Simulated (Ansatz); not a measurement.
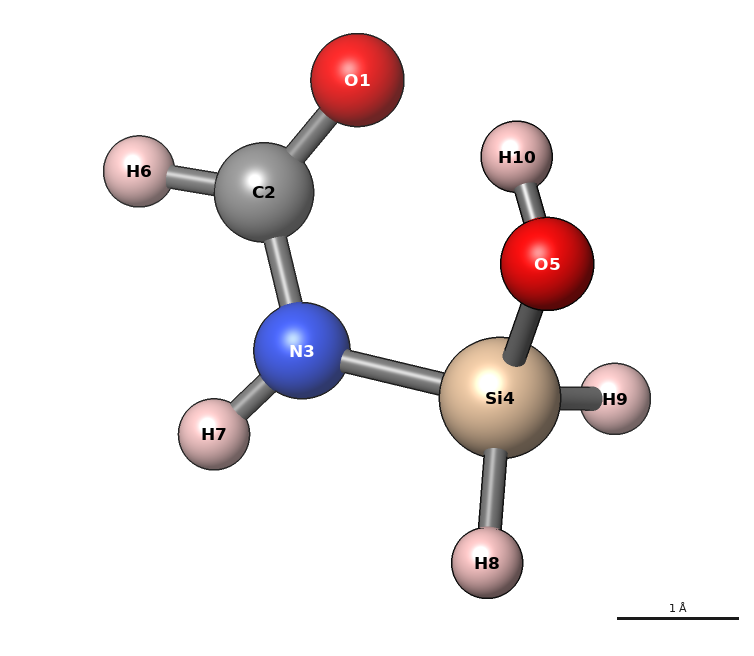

The computed structure is the end point of a PBE-D4/def2-SVP optimisation. No frequency run is at hand to confirm it as a minimum.

Find the hydrogen bonds (donors O, N, F, S or Cl) and give their geometry.

```json
{"D–H···A": "O5–H10···O1", "D–H (Å)": "0.99", "H···A (Å)": "2.06", "angle (°)": "133", "kind": "intramolecular"}
```
